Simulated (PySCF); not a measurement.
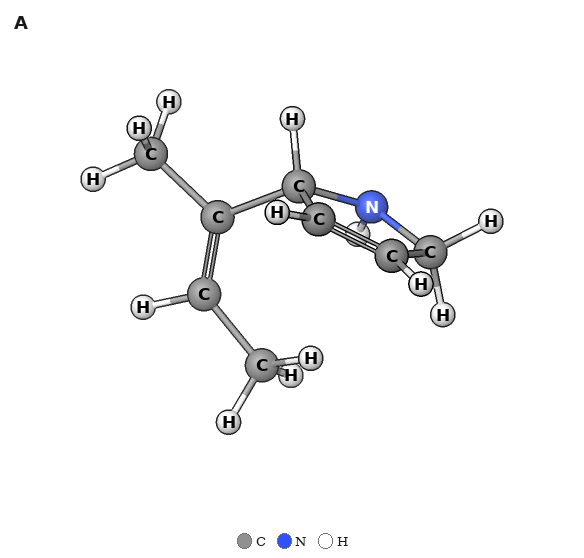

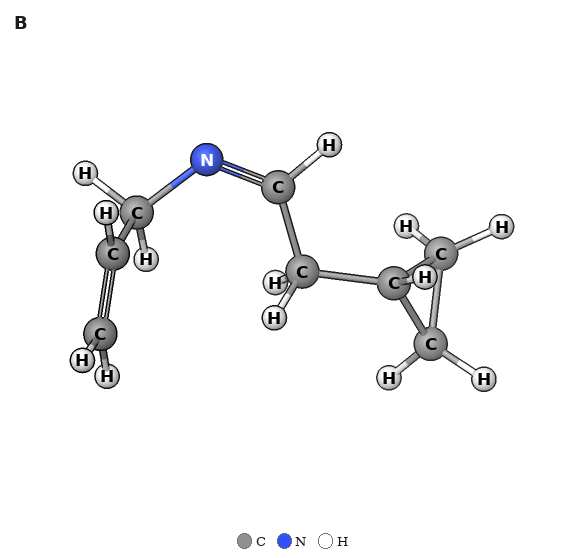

2 stationary structures of one formula. Geometries: PBE0-D3(BJ)/def2-SVP. Electronic energies: PBE0-D3(BJ)/def2-SVP (PySCF 2.14.0), without zero-point energy. No frequency run is at hand to confirm each as a minimum. Each is one conformer, not always the lowest.

Question: Are they conformers, stereoisomers or constitutional isomers?

Answer: They are constitutional isomers of C8H13N: A `C/C=C(/C)[C@H]1C=CCN1`, B `C=CC/N=C\CC1CC1`.

Question: Which is lowest in energy, and by how much?

Answer: A is lowest; B lies 92.5 kJ/mol above it.
